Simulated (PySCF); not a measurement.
# Si2H6O (SMILES O[SiH2][SiH3]) at PBE/6-31+G(d) (spherical functions)

Aim: the vertical singlet–triplet gap of Si2H6O at PBE/6-31+G* (spherical functions), from 2 runs. 

Program for the calculation: PySCF 2.14.0.

**1. The molecule**

Si2H6O has 9 atoms, charge 0, and is taken as a singlet. SMILES: `O[SiH2][SiH3]`. The coordinates come from a PBE0-D4/def2-TZVP relaxation. This is one conformer, not always the lowest.

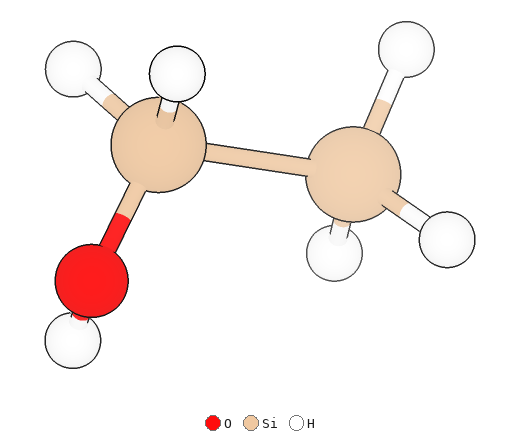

Viewed from a chosen angle; oxygen red, silicon light orange, hydrogen white.

**2. The energy at PBE/6-31+G(d) (spherical functions)**

calc.py

```python
from pyscf import gto, dft

mol = gto.Mole()
mol.atom = '''
O     -3.040569     1.965126    -1.439971
Si     0.009071     1.763303    -0.785937
Si     1.028389    -1.962292     1.395752
H     -3.773027     0.645152    -2.439258
H      1.569607     1.879333    -3.132788
H      0.588461     4.016046     0.780457
H      3.803830    -2.087769     1.841538
H      0.276278    -4.210688    -0.125100
H     -0.294797    -2.095895     3.872994
'''
mol.unit = 'bohr'
mol.basis = '6-31+g*'
mol.charge = 0
mol.max_memory = 1860
mol.verbose = 4
mol.build()

mf = dft.RKS(mol)
mf.xc = 'pbe'
mf.conv_tol = 1e-10
mf.grids.level = 4
mf.kernel()
if not mf.converged:
    mf = mf.newton().run(mf.mo_coeff, mf.mo_occ)

energy = mf.e_tot
print('Final energy', energy)
```

The run is started by

```console
$ OMP_NUM_THREADS=1 python calc.py
```

The program printed:

```text
PySCF version 2.14.0

[... 80 lines left out ...]
converged SCF energy = -657.40245206567
Final energy -657.4024520656703
```

Wall time 11 s (1 thread of Arm Neoverse V1, shared host); peak memory 0.37 GiB.

**3. The triplet**

job.py

```python
from pyscf import gto, dft

mol = gto.M(
    atom='''
O       -1.609000       1.039900      -0.762000
Si       0.004800       0.933100      -0.415900
Si       0.544200      -1.038400       0.738600
H       -1.996600       0.341400      -1.290800
H        0.830600       0.994500      -1.657800
H        0.311400       2.125200       0.413000
H        2.012900      -1.104800       0.974500
H        0.146200      -2.228200      -0.066200
H       -0.156000      -1.109100       2.049500
''',
    verbose=3,
    basis='6-31+g*',
    max_memory=1860,
    spin=2,
)

mf = dft.UKS(mol, xc='pbe')
mf.grids.level = 4
mf.conv_tol = 1e-10
mf.kernel()
if not mf.converged:
    mf = mf.newton().run(mf.mo_coeff, mf.mo_occ)

e_tot = mf.e_tot
print('Final energy', e_tot)
```

The run is started by

```console
$ OMP_NUM_THREADS=1 python job.py
```

The program printed:

```text
WARN: HOMO -0.0784152385558934 >= LUMO -0.294162324001253

WARN: HOMO -0.0739401520814691 >= LUMO -0.094638437089706

WARN: HOMO -0.0799955783212303 >= LUMO -0.250670649039081

WARN: HOMO -0.0855564002161375 >= LUMO -0.25898961289318

WARN: HOMO -0.0795683130696716 >= LUMO -0.258035515312994

WARN: HOMO -0.0808749768525003 >= LUMO -0.260236495539756

WARN: HOMO -0.0800163365558113 >= LUMO -0.258656129389892

WARN: HOMO -0.0799970781315062 >= LUMO -0.258460060101191

WARN: HOMO -0.0801422445724964 >= LUMO -0.258557232239728

WARN: HOMO -0.0800901993751766 >= LUMO -0.258495388268419

WARN: HOMO -0.0801017903126517 >= LUMO -0.258504071102706

WARN: HOMO -0.0801006680254641 >= LUMO -0.258501682911438

WARN: HOMO -0.080101095731937 >= LUMO -0.258502361316491

WARN: HOMO -0.0801009462113447 >= LUMO -0.258502165686649

WARN: HOMO -0.0801010340599784 >= LUMO -0.258502310001033

converged SCF energy = -657.215458076635  <S^2> = 2.0020757  2S+1 = 3.0013835
Final energy -657.215458076635
```

Run time: 23 s. Hardware: 1 thread of Arm Neoverse V1, shared host; peak memory 0.38 GiB.

**4. Outcome**

At PBE/6-31+G* (spherical functions):

| quantity | value |
| --- | --- |
| singlet: total energy | -657.40245 Eh |
| singlet: dipole moment | 1.31 D |
| singlet: HOMO energy | -6.66 eV |
| singlet: LUMO energy | -1.37 eV |
| singlet: HOMO–LUMO gap | 5.29 eV |
| triplet: total energy | -657.21546 Eh |
| triplet: dipole moment | 1.96 D |
| triplet: HOMO energy (highest over α and β) | -2.18 eV |
| triplet: ⟨S²⟩ | 2.002 |
| vertical energy of the triplet above the singlet | 5.088 eV |

**Reading.** At this shape the triplet lies 5.09 eV (491 kJ/mol) above the singlet.
